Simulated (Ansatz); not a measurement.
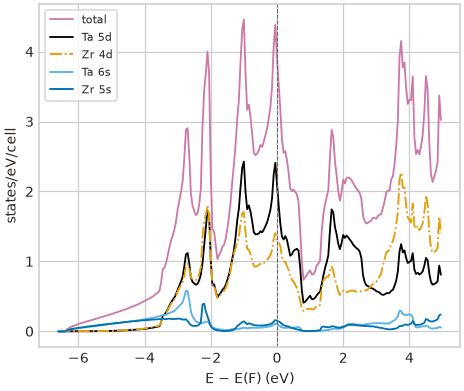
Figure: Total and projected density of states of ZrTa (rock salt, Fm-3m), the program Ansatz at the r²SCAN level (PAW)

Question: Which orbitals carry the states next to the Fermi level?

Answer: Within 0.5 eV of the Fermi level: Ta 5d 53 %, Zr 4d 36 %. Projections are on Löwdin-orthogonalised atomic valence shells; empty p or d shells of many metals are not among them.

Question: Where is the tallest occupied peak in this window, and what makes it?

Answer: Near -1.0 eV, about 4.5 states/eV per cell; the largest projected share is Ta 5d.

The start of the workflow was typed in or built on a structure type; neither database checked (COD, Materials Project) lists it. Whether it is the stable phase at ambient conditions was not checked. The cell was relaxed with r²SCAN under the symmetry of its start. At this level the phase is mechanically unstable. No spin polarisation was allowed. Its formation energy is positive at this level, so the cell may be metastable or incomplete. Spin–orbit coupling is left out wherever it is not named.

Potentials: the later of the program's two PAW sets.
